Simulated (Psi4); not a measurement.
**Run report: O2, frequency calculation (part 4 of 4)**

O2, multiplicity 3; TPSS/6-31G, UKS (Psi4 1.11). The geometry was optimised with TPSS/6-31G.

Geometry of the input (Å):
```
O  0.5451  -0.1763  0.2807
O  -0.5451  0.1763  -0.2807
```

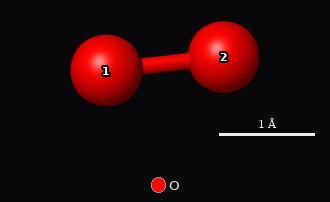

The structure (ball-and-stick view, seen at a tilt; atoms are numbered from 1 in the order of the input).

What the program printed, continued
```
  Thermal (internal) energy, E (includes ZPVE and finite-temperature corrections)
    Electronic contrib to E beyond E_e       0.000 [kcal/mol]        0.000 [kJ/mol]       0.00000000 [Eh]
    Translational contrib to E               1.788 [kcal/mol]        7.483 [kJ/mol]       0.00285013 [Eh]
    Rotational contrib to E                  1.192 [kcal/mol]        4.989 [kJ/mol]       0.00190009 [Eh]
    Vibrational contrib to E                 2.078 [kcal/mol]        8.694 [kJ/mol]       0.00331123 [Eh]
  Correction E                               5.059 [kcal/mol]       21.165 [kJ/mol]       0.00806145 [Eh]
  Total E, Thermal (internal) energy at  600.00 [K]                                    -150.29062744 [Eh]

  Enthalpy, H_trans = E_trans + k_B * T = E_trans + P * V
    Electronic contrib to H beyond E_e       0.000 [kcal/mol]        0.000 [kJ/mol]       0.00000000 [Eh]
    Translational contrib to H               2.981 [kcal/mol]       12.472 [kJ/mol]       0.00475022 [Eh]
    Rotational contrib to H                  1.192 [kcal/mol]        4.989 [kJ/mol]       0.00190009 [Eh]
    Vibrational contrib to H                 2.078 [kcal/mol]        8.694 [kJ/mol]       0.00331123 [Eh]
  Correction H                               6.251 [kcal/mol]       26.154 [kJ/mol]       0.00996154 [Eh]
  Total H, Enthalpy at  600.00 [K]                                                     -150.28872735 [Eh]
  *** Absolute enthalpy, not an enthalpy of formation ***

  Gibbs free energy, G = H - T * S
    Electronic contrib to G beyond E_e      -1.310 [kcal/mol]       -5.481 [kJ/mol]      -0.00208746 [Eh]
    Translational contrib to G             -20.896 [kcal/mol]      -87.429 [kJ/mol]      -0.03330011 [Eh]
    Rotational contrib to G                 -6.059 [kcal/mol]      -25.351 [kJ/mol]      -0.00965556 [Eh]
    Vibrational contrib to G                 1.869 [kcal/mol]        7.819 [kJ/mol]       0.00297825 [Eh]
  Correction G                             -26.396 [kcal/mol]     -110.441 [kJ/mol]      -0.04206488 [Eh]
  Total G, Gibbs energy at  600.00 [K]                                                 -150.34075377 [Eh]
  *** Absolute Gibbs energy, not a free energy of formation ***

  Variable Map:
  ----------------------------------------------------------------------------
  "CURRENT ENERGY"               =>    -150.298688887713
  "CURRENT REFERENCE ENERGY"     =>    -150.298688887713
  "DD SOLVATION ENERGY"          =>       0.000000000000
  "DFT FUNCTIONAL TOTAL ENERGY"  =>    -150.298688887713
  "DFT TOTAL ENERGY"             =>    -150.298688887713
  "DFT VV10 ENERGY"              =>       0.000000000000
  "DFT XC ENERGY"                =>     -17.019316106165
  "ENTHALPY"                     =>    -150.288727350814
  "ENTHALPY CORRECTION"          =>       0.009961536899
  "FINDIF NUMBER"                =>       5.000000000000
  "GIBBS FREE ENERGY"            =>    -150.340753767619
  "GIBBS FREE ENERGY CORRECTION" =>      -0.042064879906
  "GRID ELECTRONS ALPHA"         =>       8.999999476025
  "GRID ELECTRONS BETA"          =>       6.999999777567
  "GRID ELECTRONS TOTAL"         =>      15.999999253593
  "NUCLEAR REPULSION ENERGY"     =>      26.543517257922
  "ONE-ELECTRON ENERGY"          =>    -258.721889088969
  "PCM POLARIZATION ENERGY"      =>       0.000000000000
  "PE ENERGY"                    =>       0.000000000000
  "SCF ITERATION ENERGY"         =>    -150.298688887713
  "SCF ITERATIONS"               =>       8.000000000000
  "SCF TOTAL ENERGY"             =>    -150.298688887713
  "THERMAL ENERGY"               =>    -150.290627437109
  "THERMAL ENERGY CORRECTION"    =>       0.008061450604
  "TWO-ELECTRON ENERGY"          =>      98.898999049499
  "ZERO K ENTHALPY"              =>    -150.295632901078
  "ZPVE"                         =>       0.003055986635

  Array Variable Map:
  ----------------------------------------------------------------------------
  "CURRENT DIPOLE"               =>       0.000000000000 ... 0.000000000000 1 by 3
  "CURRENT DIPOLE GRADIENT"      =>       0.000000000000 ... 0.000000000000 6 by 3
  "CURRENT GRADIENT"             =>      -0.000191908036 ... 0.000000000000 2 by 3
  "CURRENT HESSIAN"              =>       0.544596607138 ... -0.000079445744 6 by 6
  "DFT TOTAL GRADIENT"           =>      -0.000191908036 ... 0.000000000000 2 by 3
  "SCF DIPOLE"                   =>       0.000000000000 ... 0.000000000000 1 by 3
  "SCF TOTAL ENERGIES"           =>    -149.923069841514 ... -150.298688887713 1 by 9
  "SCF TOTAL GRADIENT"           =>      -0.000191908036 ... 0.000000000000 2 by 3
  "TPSS DIPOLE GRADIENT"         =>       0.000000000000 ... 0.000000000000 6 by 3
  "TPSS TOTAL GRADIENT"          =>      -0.000191908036 ... 0.000000000000 2 by 3
  "TPSS TOTAL HESSIAN"           =>       0.544596607138 ... -0.000079445744 6 by 6

    Psi4 run time: 0:00:09.15

[set-up sections that repeat, and orbital energies of the middle runs, are left out above]
```

Results in brief

- outcome: converged
- total energy: −150.298689 hartree
- basis functions: 18
- ⟨S²⟩: 2.004
- zero-point energy: 0.003056 hartree
- dipole moment: 0.00 D
- wavenumbers, lowest and highest: 1341 cm⁻¹
- hardware: 1 thread of Intel Xeon (Granite Rapids), 192 GiB of memory available, shared host
- wall time: 10 s
- peak memory: 0.26 GiB
